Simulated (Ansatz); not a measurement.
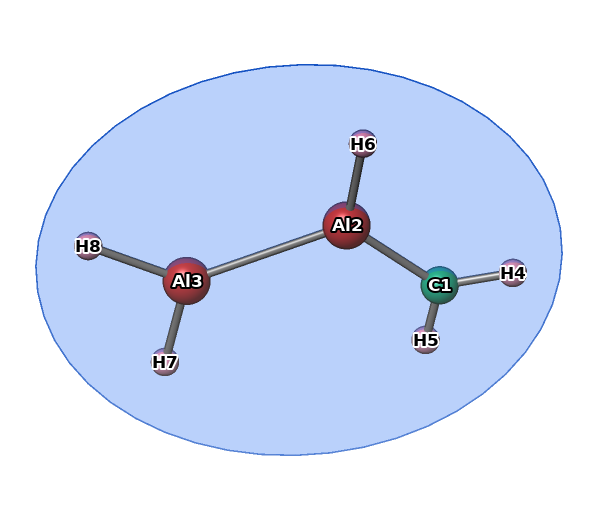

A disc through the centre of mass is drawn in. Atoms fade into the background with distance from the viewer. State: charge −1, singlet. The geometry was computed by an optimisation with PBE0-D4/def2-TZVPD. No frequency run is at hand to confirm it as a minimum.

### Is the plane of the disc a mirror plane of the structure?

Yes. The reflection leaves C1, Al2, Al3, H4, H5, H6, H7, H8 in place. The point group is Cs.
